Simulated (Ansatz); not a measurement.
```csv
atom,x (Å),y (Å),z (Å)
O,-1.7010,-0.5758,0.3115
W,-0.0415,0.2199,0.2004
O,1.6952,0.6068,-0.2832
Cl,0.2886,-1.5290,-1.3920
Cl,-0.8280,1.6598,-1.4278
Cl,-0.3567,1.8897,1.7208
Cl,0.7236,-1.1065,1.9320
H,-2.0610,-1.3384,-0.1507
H,2.2808,0.1736,-0.9109
```

Geometry: PBE0-D4/def2-TZVP; core potentials replace the inner electrons of W.

Theory: Ansatz 0.2.0, RKS PBE0-D4/def2-TZVPP.

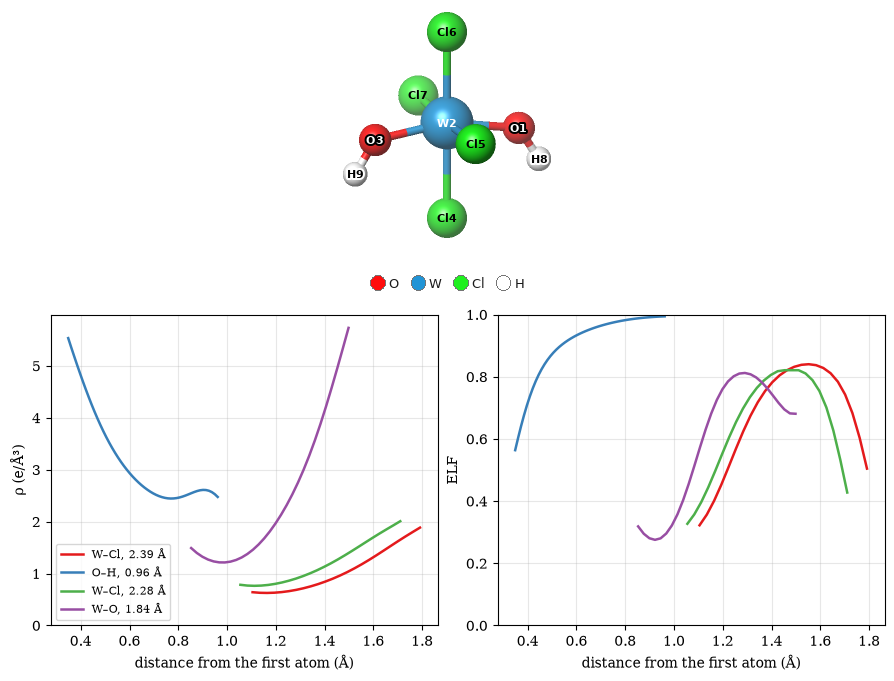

Cl$_{4}$H$_{2}$O$_{2}$W (SMILES [OH][W]([OH])([Cl])([Cl])([Cl])[Cl]). Electron density and ELF along straight lines between neighbouring atoms. The curves leave out the atomic cores. The structure is drawn too.

Q: Compare the contacts.

A: W–Cl (2.39 Å): ρ at the midpoint is about 0.63 e/Å³; the ELF peaks at about 0.85 in the valence shell of Cl, 0.8 Å from its nucleus, and is about 0.45 at the midpoint.
O–H (0.96 Å): ρ is about 3.9 e/Å³ halfway; the ELF climbs to about 1 towards the hydrogen, as it does in any bond to H (a covalent bond by its length).
W–Cl (2.28 Å): ρ at the midpoint is about 0.77 e/Å³; the ELF peaks at about 0.80 in the valence shell of Cl, 0.8 Å from its nucleus, and is about 0.45 at the midpoint.
W–O (1.84 Å): ρ is about 1.3 e/Å³ halfway; the ELF peaks at about 0.80 in the valence shell of O, 0.6 Å from its nucleus, and drops to about 0.30 between the two atoms.
